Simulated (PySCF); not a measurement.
**SiH3 (silyl radical): levels of theory compared**

We compute a comparison of 6 runs (U-wB97X/cc-pVTZ, UB3LYP/cc-pVTZ, UBHLYP/cc-pVTZ, UM06-2X/cc-pVTZ, UM06-L/cc-pVTZ, USVWN5/cc-pVTZ) of SiH3 (silyl radical). Input form: a Python script.

The results are computed with PySCF 2.14.0.

3 further runs of the same task are left out: 3 set aside as unsound or not needed.

### Step 1. The molecule

The species is SiH3 (4 atoms), meant as a doublet with charge 0. As SMILES, `[SiH3]`. The Si1–H3 distance was set to 1.932 Å, away from the relaxed value.

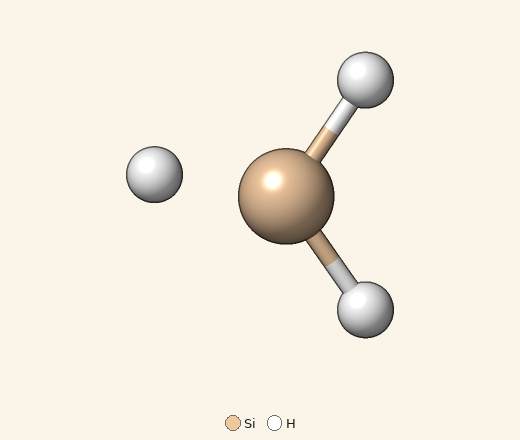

The structure, seen from a chosen angle (silicon light orange, hydrogen white).

### Step 2. A single-point energy at U-wB97X/cc-pVTZ (run 1)

Input file calc.py:

```python
from pyscf import gto, dft

mol = gto.Mole()
mol.atom = 'Si 0.449142 0.385566 -0.231285; H 0.714512 1.077766 1.056645; H -0.224040 -1.401650 0.060130; H -0.473528 1.175716 -1.087245'
mol.spin = 1
mol.verbose = 3
mol.charge = 0
mol.basis = 'cc-pvtz'
mol.max_memory = 1860
mol.build()

myscf = dft.UKS(mol)
myscf.xc = 'wb97x'
myscf.grids.level = 5
myscf.conv_tol = 1e-10
myscf.kernel()
if not myscf.converged:
    myscf = myscf.newton().run(myscf.mo_coeff, myscf.mo_occ)

etot = myscf.e_tot
print('Final energy', etot)
```

The run is started by

```console
$ OMP_NUM_THREADS=1 python calc.py
```

What it wrote:

```text
WARN: HOMO -0.156274676611262 >= LUMO -0.156274676611263

converged SCF energy = -291.192080046357  <S^2> = 0.751846  2S+1 = 2.0018451
Final energy -291.1920800463568
```

It took 12 s on 1 thread of Arm Neoverse V2, shared host; peak memory 0.36 GiB.

### Step 3. The energy at UB3LYP/cc-pVTZ (run 2)

Input file mol.xyz:

```xyz
4

Si     0.449142     0.385566    -0.231285
H      0.714512     1.077766     1.056645
H     -0.224040    -1.401650     0.060130
H     -0.473528     1.175716    -1.087245
```

Input file calc.py:

```python
from pyscf import gto, dft

mol = gto.Mole()
mol.atom = 'mol.xyz'
mol.spin = 1
mol.max_memory = 1860
mol.verbose = 3
mol.basis = 'cc-pvtz'
mol.build()

mf = dft.UKS(mol, xc='b3lyp')
mf.grids.level = 5
mf.conv_tol = 1e-10
mf.kernel()
if not mf.converged:
    mf = mf.newton().run(mf.mo_coeff, mf.mo_occ)

etot = mf.e_tot
print('E = %.10f Eh' % etot)
```

The run is started by

```console
$ OMP_NUM_THREADS=1 python calc.py
```

What it wrote:

```text
WARN: HOMO -0.172767125663337 >= LUMO -0.172767125663339

converged SCF energy = -291.229985693409  <S^2> = 0.75189028  2S+1 = 2.0018894
E = -291.2299856934 Eh
```

Run time: 9.3 s. Hardware: 1 thread of Arm Neoverse V2, shared host; peak memory 0.36 GiB.

Runs 3 to 5 aren't shown in full; the table further down has their settings and results.

### Step 4. A single-point energy at USVWN5/cc-pVTZ (run 6)

Input file job.py:

```python
from pyscf import gto, dft

mol = gto.M(
    atom='''
Si     0.848755     0.728614    -0.437065
H      1.350232     2.036683     1.996770
H     -0.423374    -2.648735     0.113629
H     -0.894838     2.221781    -2.054595
''',
    spin=1,
    unit='bohr',
    verbose=3,
    max_memory=1860,
    basis='cc-pvtz',
)

ks = dft.UKS(mol, xc='svwn')
ks.conv_tol = 1e-10
ks.grids.level = 5
ks.kernel()
if not ks.converged:
    ks = ks.newton().run(ks.mo_coeff, ks.mo_occ)

etot = ks.e_tot
print('Final energy', etot)
```

The run is started by

```console
$ OMP_NUM_THREADS=1 python job.py
```

What it wrote:

```text
converged SCF energy = -290.005742459224  <S^2> = 0.75154161  2S+1 = 2.001541
Final energy -290.00574245922365
```

Wall time 6 s (1 thread of Arm Neoverse V2, shared host); peak memory 0.25 GiB.

### Step 5. All runs side by side

```tsv
run	level	energy (Eh)	dipole moment (D)	HOMO energy (eV)	LUMO energy (eV)	wall time
1	U-wB97X/cc-pVTZ	-291.192080	0.74	-8.72	-1.42	12 s
2	UB3LYP/cc-pVTZ	-291.229986	0.71	-6.27	-3.20	9.3 s
3	UBHLYP/cc-pVTZ	-291.199674	0.77	-7.44	-1.99	9 s
4	UM06-2X/cc-pVTZ	-291.171028	0.75	-7.34	-2.58	21 s
5	UM06-L/cc-pVTZ	-291.199473	0.73	-5.54	-3.65	21 s
6	USVWN5/cc-pVTZ	-290.005742	0.55	-5.40	-4.12	6 s
```

### Step 6. What came out

```
                                 quantity          value
                      run 6: total energy  -290.00574 Eh
                     run 6: dipole moment         0.55 D
run 6: HOMO energy (highest over α and β)       -5.40 eV
 run 6: LUMO energy (lowest over α and β)       -4.12 eV
                              run 6: ⟨S²⟩          0.752
```

**Reading.** The dipole moment (its size) runs from 0.55 D (USVWN5/cc-pVTZ) to 0.77 D (UBHLYP/cc-pVTZ). Totals of different functionals can't be ranked against each other. All runs together took 78 s, the longest 21 s.
